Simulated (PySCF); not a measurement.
# C7H11N: the cost of one run

Programs: PySCF 2.14.0, with routines of our own; each step states its level. All values are computed. Atoms count from 0.

### Step 1. The starting structure

19 atoms, charge 0, multiplicity 1; geometry from: GFN2-xTB.

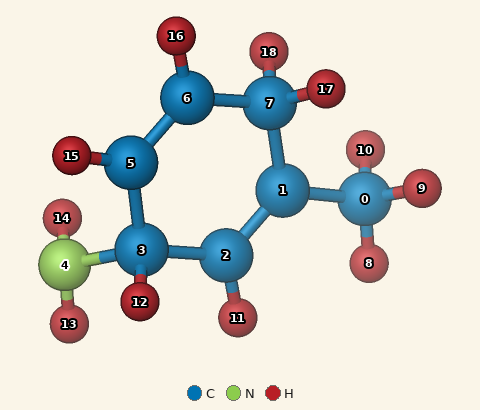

The starting geometry (carbon blue, nitrogen green, hydrogen red).

### Step 2. Magnetic properties: GIAO KT3/pcSseg-1

What the job is given:

```
{"job": {"kind": "mag", "xc": "KT3", "basis": "pcSseg-1", "isotopologues": 2}, "charge": 0, "multiplicity": 1}
C      2.436540    -0.556303     0.066115
C      1.010452    -0.094163     0.099443
C      0.024091    -0.852202     0.554838
C     -1.428467    -0.460050     0.566223
N     -2.258248    -1.351985    -0.254102
C     -1.633470     0.945088     0.085357
C     -0.656605     1.717409    -0.354325
C      0.777507     1.299202    -0.408526
H      2.526294    -1.574350     0.436550
H      3.060776     0.093954     0.679083
H      2.822538    -0.519578    -0.952842
H      0.230824    -1.852732     0.916790
H     -1.820759    -0.547973     1.591841
H     -2.154869    -2.311087     0.061948
H     -1.945360    -1.310093    -1.219410
H     -2.658537     1.284072     0.091643
H     -0.862697     2.722204    -0.699417
H      1.383969     2.003735     0.174275
H      1.136219     1.374101    -1.442947
```

With the program's defaults for keys left out, this is: GIAO KT3/pcSseg-1 magnetisability, rotational g tensor and spin-rotation constants, non-relativistic, gas phase.

Command:

```bash
$ OMP_NUM_THREADS=1 python excited_run.py task.json out
```

One launch serves the whole session: the jobs run in the order shown.

Q: Estimate the wall time and peak memory of this first job on 1 thread of Intel Xeon 6975P-C, shared host.

About 54 s, with a peak of 0.7 GiB.
